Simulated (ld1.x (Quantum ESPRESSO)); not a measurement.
# A TM potential for molybdenum, from input to tests

Aim: build the potential from the settings below, then test how well it stands in for the atom: other configurations, scattering, ghost states and the plane-wave cutoff that it needs.

Program: ld1.x (Quantum ESPRESSO) 7.5. Reference atom: PBE, scalar-relativistic, spherical and spin-unpolarised. All values are calculated.

### Step 1. The atom and the settings

The settings as typed:

```json
{
  "element": "molybdenum (Mo, Z = 42)",
  "type": "norm-conserving Troullier–Martins (Kleinman–Bylander form)",
  "frozen core": "[Ar] 3d10 4s2",
  "valence charge": "12",
  "reference configuration": "4p6 4d4 5s2 5p0",
  "partial waves": "5s (bound): rc 2.30 bohr; 4p (bound): rc 2.10 bohr; 4d (bound): rc 1.40 bohr",
  "local potential": "the d channel",
  "core correction": "not asked for"
}
```

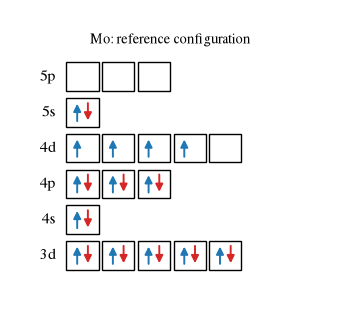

The outer shells as boxes. The arrows follow Hund's rule for the drawing; the calculation itself is spin-unpolarised.

An earlier all-electron run gives the scale for the radii.

All-electron outer shells of the reference configuration (PBE, scalar-relativistic, ld1.x):

```tsv
shell	level (eV)	outermost node (bohr)	outermost maximum (bohr)
3d	-223.96	–	0.32
4s	-67.10	0.51	0.99
4p	-41.09	0.52	1.06
4d	-5.65	0.53	1.35
5s	-4.88	1.33	2.86
5p	-1.43	1.52	3.81
```

### Step 2. Generating the potential

The input, Mo.in:

```
 &input
   title='Mo', zed=42., rel=1, dft='PBE', iswitch=3,
   config='[Kr] 4d4 5s2 5p0',
   nld=3, rlderiv=2.50, eminld=-5.0, emaxld=5.0, deld=0.02
 /
 &inputp
   pseudotype=2, tm=.true., lloc=2,
   nlcc=.false.,
   file_pseudopw='Mo.UPF', file_wfcaegen='ae.wfc', file_wfcncgen='nc.wfc', file_beta='beta', file_chi='chi'
 /
3
5S  1  0   2.00   0.00  2.30  2.30  0.0
4P  2  1   6.00   0.00  2.10  2.10  0.0
4D  3  2   4.00   0.00  1.40  1.40  0.0
 &test
   configts(1)='4p6 4d4 5s2 5p0'
 /
```

Started as:

```console
ld1.x < Mo.in > Mo.out
```

Output in Mo.out (without the banner and most projector matrices):

```text
     Program LD1 v.7.5
     --------------------------- All-electron run ----------------------------

     Mo
     scalar relativistic calculation

     atomic number is 42.00
     dft =PBE   lsd =0 sic =0 latt =0  beta=0.20 tr2=1.0E-14
     Exchange-correlation= PBE
                           (   1   4   3   4   0   0   0)
     mesh =1229 r(mesh) = 100.71859 a.u. xmin = -7.00 dx = 0.01250
     1 Ry =  13.60569312 eV, c = 137.03599908

     n l     nl                  e(Ry)          e(Ha)          e(eV)
     1 0     1S 1( 2.00)     -1457.1473      -728.5737    -19825.4994
     2 0     2S 1( 2.00)      -205.9908      -102.9954     -2802.6471
     2 1     2P 1( 6.00)      -184.1707       -92.0854     -2505.7700
     3 0     3S 1( 2.00)       -35.2423       -17.6211      -479.4953
     3 1     3P 1( 6.00)       -28.0917       -14.0459      -382.2073
     4 0     4S 1( 2.00)        -4.9317        -2.4659       -67.0997
     4 1     4P 1( 6.00)        -3.0202        -1.5101       -41.0921
     3 2     3D 1(10.00)       -16.4606        -8.2303      -223.9584
     4 2     4D 1( 4.00)        -0.4154        -0.2077        -5.6522
     5 0     5S 1( 2.00)        -0.3585        -0.1793        -4.8782
     5 1     5P 1( 0.00)        -0.1054        -0.0527        -1.4339

     final scf error:  2.4E-15 reached in  27 iterations

     Etot =   -8097.229206 Ry,   -4048.614603 Ha, -110168.415718 eV

     Ekin =    8349.008731 Ry,    4174.504366 Ha,  113594.050678 eV
     Encl =  -19506.319683 Ry,   -9753.159842 Ha, -265396.999567 eV
     Eh   =    3306.732527 Ry,    1653.366263 Ha,   44990.387997 eV
     Exc  =    -246.650780 Ry,    -123.325390 Ha,   -3355.854825 eV

     normalization and overlap integrals

     s(1S/1S) =  1.000000  <r> =   0.0352  <r2> =    0.0017  r(max) =   0.0229
     s(2S/2S) =  1.000000  <r> =   0.1537  <r2> =    0.0279  r(max) =   0.1303
     s(2P/2P) =  1.000000  <r> =   0.1340  <r2> =    0.0219  r(max) =   0.1041
     s(3S/3S) =  1.000000  <r> =   0.4289  <r2> =    0.2107  r(max) =   0.3819
     s(3P/3P) =  1.000000  <r> =   0.4306  <r2> =    0.2158  r(max) =   0.3771
     s(4S/4S) =  1.000000  <r> =   1.1037  <r2> =    1.3808  r(max) =   0.9874
     s(4P/4P) =  1.000000  <r> =   1.2294  <r2> =    1.7332  r(max) =   1.0643
     s(3D/3D) =  1.000000  <r> =   0.4152  <r2> =    0.2074  r(max) =   0.3246
     s(4D/4D) =  1.000000  <r> =   1.8652  <r2> =    4.3071  r(max) =   1.3496
     s(5S/5S) =  1.000000  <r> =   3.4160  <r2> =   13.3902  r(max) =   2.8572
     s(5P/5P) =  1.000000  <r> =   4.8681  <r2> =   27.8820  r(max) =   3.8089

     ------------------------ End of All-electron run ------------------------

     --------------------- Generating NC pseudopotential ---------------------

      Generating local pot.: lloc=2, matching radius rcloc =   1.4000

      Wfc   5S  rcut= 2.310  Using Troullier-Martins method

      Wfc   4P  rcut= 2.090  Using Troullier-Martins method

     ------------------- End of pseudopotential generation -------------------

     [... the all-electron block is printed once more ...]


     Computing logarithmic derivative in   2.50578
     Computing logarithmic derivative in   2.50578
     Computing the partial wave expansion
     R is outside the sphere for l=    0 j= 0.00
     R is outside the sphere for l=    1 j= 0.00
       no projector for channel:   2

     ---------------------- Testing the pseudopotential ----------------------

     Mo
     scalar relativistic calculation

     atomic number is 42.00   valence charge is 12.00
     dft =PBE   lsd =0 sic =0 latt =0  beta=0.20 tr2=1.0E-14
     mesh =1229 r(mesh) = 100.71859 xmin = -7.00 dx = 0.01250

     n l     nl             e AE (Ry)        e PS (Ry)    De AE-PS (Ry)
     2 1     4P   1( 6.00)       -3.02022       -3.02022       -0.00000
     3 2     4D   1( 4.00)       -0.41543       -0.41542       -0.00002
     1 0     5S   1( 2.00)       -0.35854       -0.35854       -0.00000
     3 1     5P   1( 0.00)       -0.10539       -0.10758        0.00220

     eps = 3.2E-15  iter =146

     Etot =   -8097.229206 Ry,   -4048.614603 Ha, -110168.415718 eV
     Etotps =   -93.230470 Ry,     -46.615235 Ha,   -1268.465163 eV

     Ekin =      38.645701 Ry,      19.322850 Ha,     525.801546 eV
     Encl =    -202.953469 Ry,    -101.476735 Ha,   -2761.322623 eV
     Ehrt =      76.182733 Ry,      38.091366 Ha,    1036.518883 eV
     Ecxc =     -11.561589 Ry,      -5.780795 Ha,    -157.303436 eV
     Epseu=       6.456155 Ry,       3.228078 Ha,      87.840467 eV

     ---------------------- End of pseudopotential test ----------------------
```

Wall time 3.2 s (1 thread, shared host). (Generation and the later configuration tests together.)

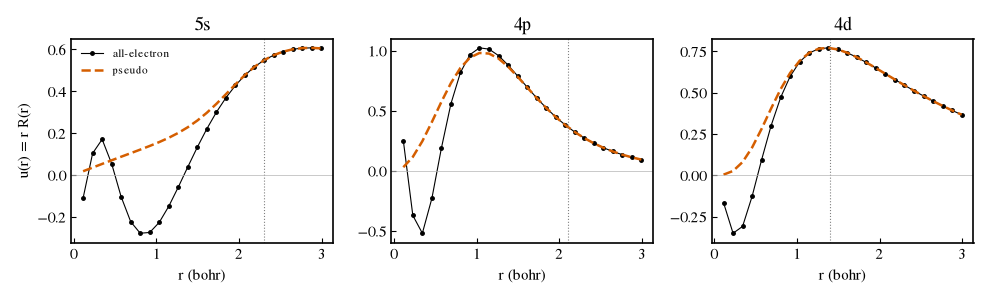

Bound waves of the atom and their pseudo partners (5s, 4p, 4d), with the matching radii dotted. The curves join 26 sampled radii, too few to resolve the innermost nodes.

### Step 3. Transferability test

The input, Mo.test.in:

```
 &input
   title='Mo', zed=42., rel=1, dft='PBE', iswitch=2,
   config='[Kr] 4d4 5s2 5p0'
 /
 &test
   file_pseudo='Mo.UPF', nconf=8,
   configts(1)='4p6 4d4 5s2 5p0',
   configts(2)='4p6 4d5 5s1 5p0',
   configts(3)='4p6 4d5 5s0 5p0',
   configts(4)='4p6 4d4 5s0 5p0',
   configts(5)='4p6 4d5 5s0 5p1',
   configts(6)='4p6 4d2 5s0 5p0',
   configts(7)='4p6 4d5.5 5s0.5 5p0',
   configts(8)='4p6 4d5 5s0.5 5p0'
 /
```

Started as:

```console
ld1.x < Mo.test.in > Mo.test.out
```

Mo.test.out, the pseudopotential blocks, each with the warnings that came before it:

```text
     ---------------------- Testing the pseudopotential ----------------------

     Mo
     scalar relativistic calculation

     atomic number is 42.00   valence charge is 12.00
     dft =PBE   lsd =0 sic =0 latt =0  beta=0.20 tr2=1.0E-14
     mesh =1229 r(mesh) = 100.71859 xmin = -7.00 dx = 0.01250

     n l     nl             e AE (Ry)        e PS (Ry)    De AE-PS (Ry)
     2 1     4P   1( 6.00)       -3.02022       -3.02022       -0.00000
     3 2     4D   1( 4.00)       -0.41543       -0.41542       -0.00002
     1 0     5S   1( 2.00)       -0.35854       -0.35854       -0.00000
     3 1     5P   1( 0.00)       -0.10539       -0.10758        0.00220

     eps = 9.6E-15  iter = 41

     Etot =   -8097.229206 Ry,   -4048.614603 Ha, -110168.415718 eV
     Etotps =   -93.230470 Ry,     -46.615235 Ha,   -1268.465163 eV

     Ekin =      38.645701 Ry,      19.322850 Ha,     525.801546 eV
     Encl =    -202.953469 Ry,    -101.476735 Ha,   -2761.322623 eV
     Ehrt =      76.182733 Ry,      38.091366 Ha,    1036.518883 eV
     Ecxc =     -11.561589 Ry,      -5.780795 Ha,    -157.303436 eV
     Epseu=       6.456155 Ry,       3.228078 Ha,      87.840467 eV

     ---------------------- End of pseudopotential test ----------------------

     ---------------------- Testing the pseudopotential ----------------------

     Mo
     [...]
     n l     nl             e AE (Ry)        e PS (Ry)    De AE-PS (Ry)
     2 1     4P   1( 6.00)       -2.82861       -2.82382       -0.00479
     3 2     4D   1( 5.00)       -0.27582       -0.27497       -0.00085
     1 0     5S   1( 1.00)       -0.30034       -0.30216        0.00182
     3 1     5P   1( 0.00)       -0.07669       -0.07809        0.00140

     eps = 3.7E-15  iter =153

     Etot =   -8097.243804 Ry,   -4048.621902 Ha, -110168.614337 eV
     Etotps =   -93.243432 Ry,     -46.621716 Ha,   -1268.641528 eV
     dEtot_ae =      -0.014598 Ry
     dEtot_ps =      -0.012963 Ry,   Delta E=      -0.001636 Ry

     [...]
     ---------------------- End of pseudopotential test ----------------------

     ---------------------- Testing the pseudopotential ----------------------

     Mo
     [...]
     n l     nl             e AE (Ry)        e PS (Ry)    De AE-PS (Ry)
     2 1     4P   1( 6.00)       -3.32867       -3.31988       -0.00878  !
     3 2     4D   1( 5.00)       -0.76541       -0.76346       -0.00195
     1 0     5S   1( 0.00)       -0.72238       -0.72550        0.00312
     3 1     5P   1( 0.00)       -0.43422       -0.43739        0.00317

     eps = 7.5E-16  iter = 10

     Etot =   -8096.737397 Ry,   -4048.368698 Ha, -110161.724320 eV
     Etotps =   -92.734449 Ry,     -46.367224 Ha,   -1261.716452 eV
     dEtot_ae =       0.491809 Ry
     dEtot_ps =       0.496021 Ry,   Delta E=      -0.004212 Ry

     [...]
     ---------------------- End of pseudopotential test ----------------------

     ---------------------- Testing the pseudopotential ----------------------

     Mo
     [...]
     n l     nl             e AE (Ry)        e PS (Ry)    De AE-PS (Ry)
     2 1     4P   1( 6.00)       -4.17108       -4.16064       -0.01044  !
     3 2     4D   1( 4.00)       -1.53074       -1.52623       -0.00451
     1 0     5S   1( 0.00)       -1.30116       -1.30232        0.00115
     3 1     5P   1( 0.00)       -0.93263       -0.93790        0.00527  !

     eps = 9.0E-15  iter =  9

     Etot =   -8095.600994 Ry,   -4047.800497 Ha, -110146.262764 eV
     Etotps =   -91.601276 Ry,     -45.800638 Ha,   -1246.298852 eV
     dEtot_ae =       1.628212 Ry
     dEtot_ps =       1.629194 Ry,   Delta E=      -0.000982 Ry

     [...]
     ---------------------- End of pseudopotential test ----------------------

     ---------------------- Testing the pseudopotential ----------------------

     Mo
     [...]
     n l     nl             e AE (Ry)        e PS (Ry)    De AE-PS (Ry)
     2 1     4P   1( 6.00)       -2.92986       -2.91905       -0.01081  !
     3 2     4D   1( 5.00)       -0.36978       -0.36619       -0.00359
     1 0     5S   1( 0.00)       -0.36632       -0.36779        0.00147
     3 1     5P   1( 1.00)       -0.12816       -0.12908        0.00092

     eps = 6.2E-15  iter = 15

     Etot =   -8097.013001 Ry,   -4048.506501 Ha, -110165.474109 eV
     Etotps =   -93.012108 Ry,     -46.506054 Ha,   -1265.494197 eV
     dEtot_ae =       0.216204 Ry
     dEtot_ps =       0.218362 Ry,   Delta E=      -0.002158 Ry

     [...]
     ---------------------- End of pseudopotential test ----------------------

     Warning: n=1, l=0 expected 0 nodes, found 1
     ---------------------- Testing the pseudopotential ----------------------

     Mo
     [...]
     n l     nl             e AE (Ry)        e PS (Ry)    De AE-PS (Ry)
     2 1     4P   1( 6.00)       -6.22292       -6.21197       -0.01096  !
     3 2     4D   1( 2.00)       -3.40343       -3.39346       -0.00996  !
     1 0     5S   1( 0.00)       -2.69065       -2.69065        0.00000
     3 1     5P   1( 0.00)       -2.17762       -2.19293        0.01531  !

     eps = 7.0E-15  iter = 10

     Etot =   -8090.731820 Ry,   -4045.365910 Ha, -110080.014279 eV
     Etotps =   -86.746154 Ry,     -43.373077 Ha,   -1180.241555 eV
     dEtot_ae =       6.497386 Ry
     dEtot_ps =       6.484316 Ry,   Delta E=       0.013070 Ry

     [...]
     ---------------------- End of pseudopotential test ----------------------

     Warning: convergence not achieved
     ---------------------- Testing the pseudopotential ----------------------

     Mo
     [...]
     n l     nl             e AE (Ry)        e PS (Ry)    De AE-PS (Ry)
     2 1     4P   1( 6.00)       -2.74791       -2.74178       -0.00614  !
     3 2     4D   1( 5.50)       -0.21805       -0.21747       -0.00059
     1 0     5S   1( 0.50)       -0.27516       -0.27796        0.00280
     3 1     5P   1( 0.00)       -0.06482       -0.06618        0.00136

     eps = 9.1E-13  iter =201

     Etot =   -8097.223237 Ry,   -4048.611618 Ha, -110168.334509 eV
     Etotps =   -93.221268 Ry,     -46.610634 Ha,   -1268.339969 eV
     dEtot_ae =       0.005969 Ry
     dEtot_ps =       0.009202 Ry,   Delta E=      -0.003233 Ry

     [...]
     ---------------------- End of pseudopotential test ----------------------

     Warning: convergence not achieved
     ---------------------- Testing the pseudopotential ----------------------

     Mo
     [...]
     n l     nl             e AE (Ry)        e PS (Ry)    De AE-PS (Ry)
     2 1     4P   1( 6.00)       -3.06652       -3.05998       -0.00654  !
     3 2     4D   1( 5.00)       -0.51001       -0.50874       -0.00127
     1 0     5S   1( 0.50)       -0.50411       -0.50658        0.00247
     3 1     5P   1( 0.00)       -0.24675       -0.24905        0.00230

     eps = 4.6E-12  iter =201

     Etot =   -8097.043394 Ry,   -4048.521697 Ha, -110165.887629 eV
     Etotps =   -93.041906 Ry,     -46.520953 Ha,   -1265.899617 eV
     dEtot_ae =       0.185811 Ry
     dEtot_ps =       0.188564 Ry,   Delta E=      -0.002753 Ry

     [...]
     ---------------------- End of pseudopotential test ----------------------
```

Energies count from the reference configuration 4p6 4d4 5s2 5p0; the error is all-electron less pseudo. A star marks tests that logged a warning.

| valence configuration | charge | ΔE all-electron (eV) | error AE − PS (meV) |
| --- | --- | --- | --- |
| 4p6 4d5 5s1 5p0 | 0 | -0.199 | -22 |
| 4p6 4d5 5s0 5p0 | +1 | 6.691 | -57 |
| 4p6 4d4 5s0 5p0 | +2 | 22.153 | -13 |
| 4p6 4d5 5s0 5p1 | 0 | 2.942 | -29 |
| 4p6 4d2 5s0 5p0 * | +4 | 88.401 | +178 |
| 4p6 4d5.5 5s0.5 5p0 * | 0 | 0.081 | -44 |
| 4p6 4d5 5s0.5 5p0 * | +0.5 | 2.528 | -37 |

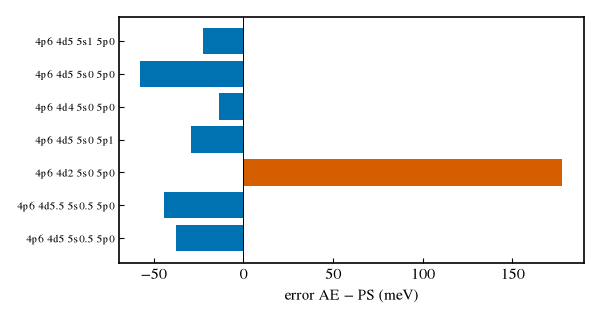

Error of the potential in each test configuration.

### Step 4. Scattering by logarithmic derivatives

Taken from the files of the generation run. The phase is arctan(r·u′/u) with u = r·R, unwrapped, with energies in Ry. A pole is an energy at which the radial function vanishes at the test radius. The pseudo phase is shifted by a multiple of π to meet the all-electron one at the reference energy. Levels narrower than the energy grid can be missing from the poles. The last column is the largest difference on the grid between −1 and +1 Ry.

```tsv
channel	radius (bohr)	reference (Ry)	poles AE	poles PS	window around the reference with phases within 0.05 rad (Ry)	largest difference near zero (rad)
s	2.51	-0.36	-4.88, 3.16	2.04	-4.6 to 0.5	0.061
p	2.51	-3.02	-2.89, 4.50	-2.89, 4.15	below 0.5	0.111
d	2.51	-0.42	0.18	0.18	the whole range	0.001
```

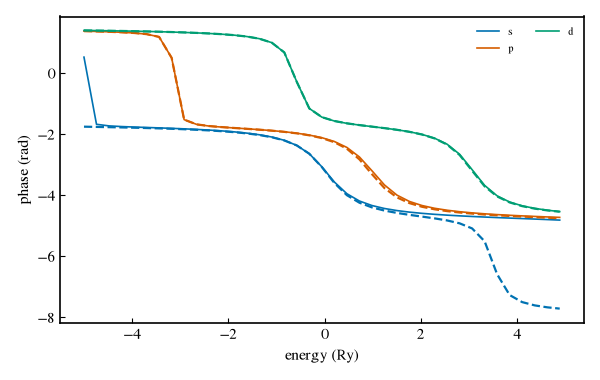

Phases by channel: all-electron solid, pseudo dashed.

### Step 5. Plane-wave convergence, by spherical Bessel functions

A separate test, outside the generator: the pseudo-atom's Hamiltonian at the reference potential is diagonalised in spherical Bessel functions j_l(qr) that vanish at 20 bohr, with q² up to the cutoff.

All-electron valence levels (Ry): 5s -0.3585, 4p -3.0202, 5p -0.1054, 4d -0.4154. The lowest levels of each channel (Ry) by cutoff; the last column sums, over occupied levels, occupation times the distance from the level at 400 Ry. A positive value at high cutoff is not a bound level.

| cutoff (Ry) | s #1 | s #2 | p #1 | p #2 | d #1 | f #1 | Σ f·Δε (mRy) |
| --- | --- | --- | --- | --- | --- | --- | --- |
| 8 | -3.0088 | -0.3478 | -2.3515 | -0.0652 | -0.0459 | 0.1065 | 5511.9 |
| 15 | -5.3046 | -0.3575 | -2.9509 | -0.1003 | -0.2231 | 0.1065 | 1187.6 |
| 25 | -5.9444 | -0.3580 | -3.0191 | -0.1072 | -0.3673 | 0.1065 | 200.5 |
| 40 | -6.0319 | -0.3584 | -3.0200 | -0.1076 | -0.4120 | 0.1065 | 15.3 |
| 45 | -6.0348 | -0.3585 | -3.0201 | -0.1076 | -0.4138 | 0.1065 | 7.5 |
| 55 | -6.0360 | -0.3585 | -3.0202 | -0.1076 | -0.4152 | 0.1065 | 1.1 |
| 60 | -6.0360 | -0.3585 | -3.0202 | -0.1076 | -0.4153 | 0.1065 | 0.5 |
| 80 | -6.0367 | -0.3585 | -3.0202 | -0.1076 | -0.4154 | 0.1065 | 0.1 |
| 400 | -6.0370 | -0.3585 | -3.0202 | -0.1076 | -0.4154 | 0.1065 | 0.0 |

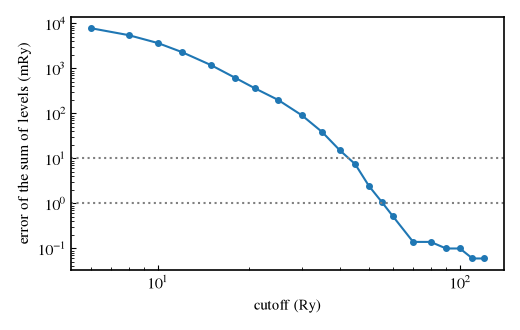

Occupation-weighted error of the valence levels against the cutoff; the dotted lines mark 10 and 1 mRy.

The sum stays within 10 mRy from 45 Ry and within 1 mRy from 60 Ry. The sum leaves out empty levels, which can need more. Ghost test: ghost state, bound below the all-electron valence or empty levels of the same l: s at -82.1 eV.

### Step 6. Outcome

| quantity | value |
| --- | --- |
| cutoffs for 10 and 1 mRy, occupied levels | 45 Ry and 60 Ry |
| bound ghosts | s at -82.14 eV |
| largest test error (AE − PS) | +178 meV, for 4p6 4d2 5s0 5p0 (one of 3 tests with a warning) |
| largest phase difference near zero energy, channels read | 0.111 rad |

It has a bound ghost (s), a state that the atom doesn't have, and that rules the file out. The worst unpolarised test, 4p6 4d2 5s0 5p0, is off by 178 meV on 88.4 eV; by total energies transferability rates as fair for so large an energy. That test lies far up in energy; among those under 40 eV, nearer to bonding, the largest error is 57 meV. It counts as of middling hardness, with 45 Ry needed at the looser tolerance. The slowest occupied level is 4d: taken alone it needs 50 Ry to come within 1 mRy, against 30 Ry for 4p. Of the channels read, p scatters worst near zero energy, by up to 0.11 rad. These are tests on the free atom; a crystal test is still owed.
